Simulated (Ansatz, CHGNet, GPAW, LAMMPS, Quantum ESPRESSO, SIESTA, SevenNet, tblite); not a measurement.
## Running glassy 40SiO2-28Al2O3-16Li2O-16SrO (mol %) (85 atoms) with tblite

How near does tblite come to plane waves for glassy 40SiO2-28Al2O3-16Li2O-16SrO (mol %) (85 atoms)?

Calculated with tblite 0.8.0; the method is named at each step.

### Step 1. The structure

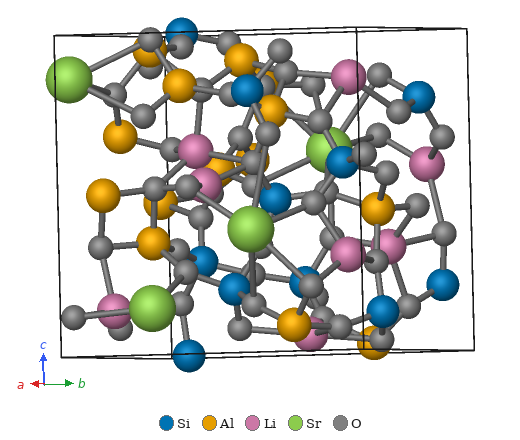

The starting structure, seen slightly off an axis (silicon blue, aluminium orange, lithium pink, strontium green, oxygen grey). Some periodic images of atoms are drawn too.

The cell holds 85 atoms: 10 Si, 14 Al, 8 Li, 4 Sr and 49 O. Cell: a = 9.957 Å, b = 9.957 Å, c = 9.957 Å, α = 90.0°, β = 90.0°, γ = 90.0°. 85 atoms (10 Si, 14 Al, 8 Li, 4 Sr, 49 O) placed at random at 3.11 g/cm³, melted at 4000 K for 10 ps at fixed volume with the Morse and Coulomb pair potential with partial charges (Pedone, Malavasi, Menziani, Cormack and Segre, J. Phys. Chem. B 110, 11780 (2006)). Quenched from 4000 K to 300 K at 6 K/ps and fixed volume, held 5 ps, then minimised at fixed cell.

The yardstick, on the same geometry:

```
method                                           : Kohn-Sham DFT, PBE, SSSP efficiency 1.3.0 pseudopotentials, plane waves (Quantum ESPRESSO 7.5); sssp-pbe-1.3.0-efficiency, cutoffs 60/480 Ry, Γ point
r.m.s. force component                           : 0.7764 eV/Å
longest force                                    : 3.004 eV/Å
pressure                                         : 7.794 GPa
gap (highest filled to lowest empty level) : 3.648 eV
time                                             : 5.9 min on 2 MPI ranks of Arm Neoverse V1, shared host
CPU time                                         : 12 min
```

### Step 2. GFN1-xTB

Method: GFN1-xTB tight binding, diagonalisation.

Contents of run.py:

```python
import numpy as np
from ase.io import read
from tblite.ase import TBLite

atoms = read("structure.xyz")
atoms.calc = TBLite(method="GFN1-xTB", electronic_temperature=580, accuracy=1.0, max_iterations=250, mixer_damping=0.4, verbosity=1)
energy = atoms.get_potential_energy()
forces = atoms.get_forces()
print(f"energy {energy:.6f} eV")
print("forces (eV/A)")
for i, (a, f) in enumerate(zip(atoms, forces)):
    print(f"{i:4d} {a.symbol:2s} {f[0]:10.5f} {f[1]:10.5f} {f[2]:10.5f}")
stress = -atoms.get_stress(voigt=False) * 160.21766
print("stress (GPa, compression positive)")
for row in stress:
    print(" ".join(f"{x:10.4f}" for x in row))
print("charges (e)")
print(np.array2string(atoms.get_charges(), precision=4, suppress_small=True, max_line_width=110, threshold=100000))
```

Contents of structure.xyz:

```xyz
85
Lattice="9.95650 0.00000 0.00000 0.00000 9.95650 0.00000 0.00000 0.00000 9.95650" Properties=species:S:1:pos:R:3 pbc="T T T"
Si 0.44077 9.13310 2.05413
Si 9.64954 6.20409 8.09165
Si 3.48398 2.33739 2.91447
Si 2.94234 1.64252 0.03624
Si 5.66246 9.04598 1.20344
Si 6.65383 4.54664 2.00414
Si 7.34999 8.45227 5.83053
Si 2.41495 5.33479 2.21443
Si 2.64773 9.28991 7.84064
Si 5.26161 5.44591 4.77952
Al 0.31921 2.91526 6.07426
Al 8.32473 7.08863 0.82987
Al 4.81466 8.64374 4.38793
Al 3.34538 2.88211 5.76909
Al 5.31368 0.40792 6.83862
Al 6.76942 5.92760 7.45523
Al 1.80004 0.40174 4.81387
Al 8.02852 3.39218 8.31895
Al 8.54377 0.98579 4.98323
Al 1.97477 3.89638 8.37332
Al 5.01489 4.34571 9.09516
Al 2.82406 7.69976 0.28177
Al 6.16168 1.75613 9.47042
Al 6.66140 1.90318 3.49941
Li 8.02653 1.08167 1.40705
Li 7.90297 4.07918 5.23154
Li 5.46761 8.02753 8.48334
Li 7.56694 8.64105 2.96963
Li 5.14532 6.45689 0.56951
Li 2.49540 8.12321 3.25130
Li 5.92242 3.10274 6.31999
Li 0.22681 8.62193 5.79757
Sr 2.50645 6.25149 6.28484
Sr 9.82149 2.98396 1.43672
Sr 9.61907 6.20698 3.80816
Sr 9.06290 0.14009 8.58718
O 1.70993 9.68479 6.60196
O 9.90443 0.42196 1.22176
O 0.20879 1.49547 5.07642
O 6.01691 9.40342 5.48085
O 6.85814 8.05132 0.74953
O 7.36313 3.21525 2.56101
O 5.62423 6.02309 8.68605
O 8.47338 9.57775 6.04399
O 7.84333 0.60396 3.39158
O 4.77992 6.95870 4.95844
O 8.28301 5.17658 8.01090
O 1.92011 3.11907 6.73657
O 3.54242 4.49138 8.28072
O 7.68164 7.59283 4.59403
O 4.16182 9.17063 7.39001
O 6.28882 3.46387 8.20077
O 3.08363 3.85834 2.49629
O 6.41089 5.17419 5.91147
O 7.77672 5.57843 1.49945
O 9.19911 2.59895 7.39419
[... 25 atom lines left out ...]
O 4.13802 4.34810 5.23563
O 1.86226 2.78782 9.66935
O 0.91719 5.12650 1.77654
O 7.03586 7.61881 7.11810
```

Run with:

```
OMP_NUM_THREADS=1 python run.py > output.txt
```

Output:

```text
------------------------------------------------------------
  cycle        total energy    energy error   density error
------------------------------------------------------------
      1     -191.2106768611  -1.9209276E+02   1.0612113E+00
      2      10355.55368240   1.0546764E+04   4.6562288E+00
      3      8466.693197974  -1.8888605E+03   2.8210207E+00
      4      1059.498348691  -7.4071948E+03   1.3607945E+00
      5      4057.927204681   2.9984289E+03   1.9571229E+00
      6     -244.8303979988  -4.3027576E+03   4.0005357E-01
      7      123.0229550057   3.6785335E+02   7.7077805E-01
      8     -136.1083329107  -2.5913129E+02   5.3480685E-01
      9      49.17085536283   1.8527919E+02   6.5377952E-01
     10     -71.19265986472  -1.2036352E+02   5.2413567E-01
     11     -196.8390801070  -1.2564642E+02   3.5816398E-01
     12     -238.2157991636  -4.1376719E+01   2.5647507E-01
     13     -261.0112555507  -2.2795456E+01   1.7096091E-01
     14     -281.9643631156  -2.0953108E+01   1.8100725E-02
     15     -280.4231380091   1.5412251E+00   4.3868972E-02
     16     -282.0256595444  -1.6025215E+00   2.0094103E-02
     17     -282.0631208255  -3.7461281E-02   1.5384114E-02
     18     -282.0757043125  -1.2583487E-02   6.1438224E-03
     19     -282.0698301853   5.8741272E-03   2.7147749E-03
     20     -282.0686232173   1.2069680E-03   3.0528426E-03
     21     -282.0738031341  -5.1799169E-03   2.5038282E-03
     22     -282.0723539859   1.4491482E-03   2.3479023E-03
     23     -282.0722544862   9.9499733E-05   2.2100242E-03
     24     -282.0752451124  -2.9906262E-03   1.2448577E-03
     25     -282.0763217273  -1.0766149E-03   6.7090491E-04
     26     -282.0767056045  -3.8387726E-04   2.8347730E-04
     27     -282.0767903557  -8.4751175E-05   6.5292431E-05
     28     -282.0767893830   9.7269373E-07   5.8774462E-05
     29     -282.0767894812  -9.8188366E-08   3.2617229E-05
     30     -282.0767902892  -8.0797702E-07   1.7430983E-05
------------------------------------------------------------
 total:                                   7.152 sec
energy -7675.700429 eV
forces (eV/A)
   0 Si    0.23526   -0.03061    0.14019
   1 Si   -1.06822   -0.27982   -0.51022
   2 Si   -0.50124    0.42507   -0.05501
   3 Si    0.42846    0.30352    0.32820
   4 Si   -0.05428   -0.29298   -0.04542
   5 Si   -0.13413    0.06364    0.21764
   6 Si   -0.53108    1.03081   -0.38428
   7 Si    0.21266    0.08528    0.62684
   8 Si   -0.59351   -0.49748   -0.02395
   9 Si   -0.47452   -0.59229    0.83197
  10 Al    0.04282    0.28327   -0.00976
  11 Al    0.14976    0.19317    0.21801
  12 Al    0.76516   -0.07743    0.50815
  13 Al   -0.22701    0.03383   -0.67350
  14 Al    0.28100   -0.57494   -0.17623
  15 Al    0.43347   -0.25667   -0.39139
  16 Al    0.41721    0.25244   -0.15974
  17 Al   -0.34346    0.26158    0.55380
  18 Al   -1.11557   -0.07084   -0.18927
  19 Al    0.00892   -0.64256   -0.25519
  20 Al    0.91697   -0.39700    0.04870
  21 Al    0.18791    0.32517    0.13965
  22 Al   -0.03076    0.16348   -0.23926
  23 Al    0.66263    0.13329    0.41218
[...]
77 O     1.85732   -0.57401    0.35800
  78 O    -1.05700   -1.60330    0.40438
  79 O     0.28998   -0.11595    2.68217
  80 O     2.31247   -1.37400    0.64717
  81 O    -1.74859   -0.46241    0.76528
  82 O    -2.90677    1.38549    0.31538
  83 O    -4.37915   -1.23476   -0.68763
  84 O    -0.67043   -1.25955    3.45571
stress (GPa, compression positive)
  -14.9463     0.9789     0.4900
    0.9789   -15.9053     0.9363
    0.4900     0.9363   -16.4348
charges (e)
[ 0.8602  0.8959  0.9429  0.9352  0.8841  0.8919  0.9005  0.8678  0.8894  0.8998  1.0511  0.9964  1.0745
  1.0964  1.1174  1.0837  1.0697  1.0563  1.0679  1.0719  1.1157  1.0566  1.1057  1.0806  0.8961  0.9318
  0.9827  0.9985  1.0163  0.975   1.0321  0.8556  1.3477  1.3322  1.3201  1.344  -0.7488 -0.8536 -0.8258
 -0.6574 -0.7835 -0.7563 -0.9462 -0.7693 -0.9341 -0.7052 -0.6726 -0.7895 -0.8534 -0.8266 -0.7049 -0.8714
 -0.5065 -0.7624 -0.7269 -0.8865 -0.7784 -0.6855 -0.6314 -0.8372 -0.6114 -0.5039 -0.8359 -0.7239 -1.0446
 -0.8919 -0.7194 -0.6973 -0.699  -0.9454 -0.7055 -0.654  -0.9589 -0.8751 -0.8917 -0.5275 -0.7281 -0.6034
 -0.4946 -0.7772 -0.682  -0.7164 -0.6973 -0.8331 -0.7123]
```

It took 7.9 s on 1 thread of Arm Neoverse V1, shared host; peak memory 0.12 GiB.

Banners, paths, timers and routine set-up lines are dropped from the logs unmarked, and long logs keep their key lines alone; longer cuts are marked.

Against the reference:

```yaml
r_m_s_force_component: 1.22 eV/Å
r_m_s_difference_of_force_components: 676.8 meV/Å
longest_difference_of_force_vectors: 2365 meV/Å
force_difference_over_r_m_s_force: 87.17 %
slope_of_forces_against_the_reference_s: 1.355
correlation_of_force_components: 0.8621
pressure: -15.76 GPa
pressure_difference: -23.56 GPa
```

Length of the force difference by element (eV/Å):

```tsv
element	atoms	mean	most
Al	14	0.64	0.92
Li	8	0.43	1.2
O	49	1.3	2.4
Si	10	0.87	1.6
Sr	4	0.90	1.3
```

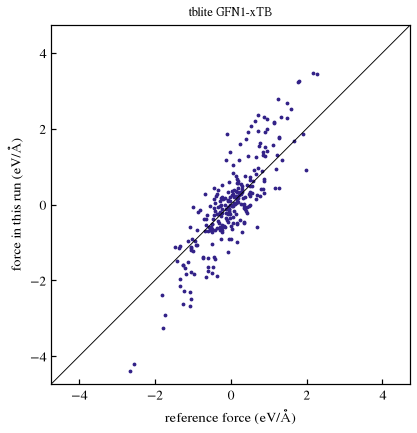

Force components against those of the reference; the line marks equality.

The surroundings of O65, whose charge lies farthest from its element's mean, nearest first, numbered as they follow in the input and with coordinates relative to it.

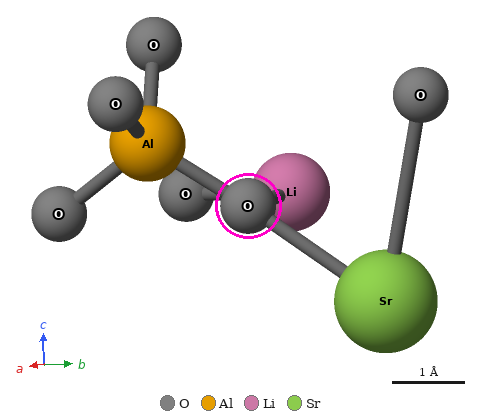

The atoms of the table, within 3.2 Å (arrows a, b, c point along x, y, z); some may hide others; the central atom is ringed.

```tsv
atom	x	y	z	distance (Å)	bonds	Mulliken charge (e)	Fx	Fy	Fz (eV/Å)
O65	0.00	0.00	0.00	0.00	3	-1.04	-0.92	1.86	-1.50
Al11	0.48	-1.31	0.91	1.66	4	1.05	0.04	0.28	-0.01
Li26	-1.90	-0.14	0.07	1.90	3	0.93	-0.08	-0.20	0.13
Sr35	-0.18	1.98	-1.36	2.41	7	1.32	-0.04	0.27	-0.64
O39	0.37	-2.73	-0.09	2.75	3	-0.83	0.91	-0.60	-0.42
O56	-0.60	-1.62	2.23	2.82	3	-0.89	0.01	-1.09	0.52
O48	2.08	-1.10	1.57	2.83	3	-0.79	-0.05	0.57	0.20
O60	0.14	2.73	1.57	3.16	4	-0.84	1.38	1.79	-3.26
O70	-2.53	-2.00	0.00	3.23	4	-0.95	-0.26	1.43	0.97
```

Atoms are counted from 1 here, from 0 in the log.

Forces lie 87 % from the reference's, at 0.011 times its CPU time (on 1 against 2 cores).

### Step 3. What came out

| Property | Result |
| --- | --- |
| force difference from the reference | tblite GFN1-xTB, 87 % |
| its CPU time | 7.9 s |

**Reading.** Tight binding differs by 87 % (tblite GFN1-xTB); it is another model, with fitted parameters of its own, and the xTB methods hold dispersion. One electronic-structure run takes under half the reference's CPU time: tblite GFN1-xTB, at 87 % in 7.9 s against 12 min, too far off to be of use; its pressure misses by -23.6 GPa. Periodic xTB results under one method name differ between programs and library versions. The reference's pressure holds the uncorrected Pulay stress of its 60 Ry basis, so small pressure differences, and their order, may be the reference's own error. The quench rate of 6 K/ps is many orders above laboratory rates, so the cell is likely richer in defects and strain than a real sample. The network of bonds at the start is that of the classical potential that made the cell, and needn't be the one that DFT or experiment would give. The reference's pressure of 7.8 GPa belongs to a cell and atoms that aren't relaxed at this level. The electronic-structure runs sample only Γ, in a cell whose shortest periodic width is 10 Å.

[Also dropped from logs without a mark: logging warnings of Python, and SIESTA's first energy breakdown and zero terms.]

[Logs are printed without paths, hosts, clocks, repeated set-up lines and the standing remarks that a program may print on its own settings, such as how far it seeks lower states.]

[Hosts, paths, dates, database ids (printed as entryN), source tags and the programs' standing remarks are cut or masked in the printed files.]
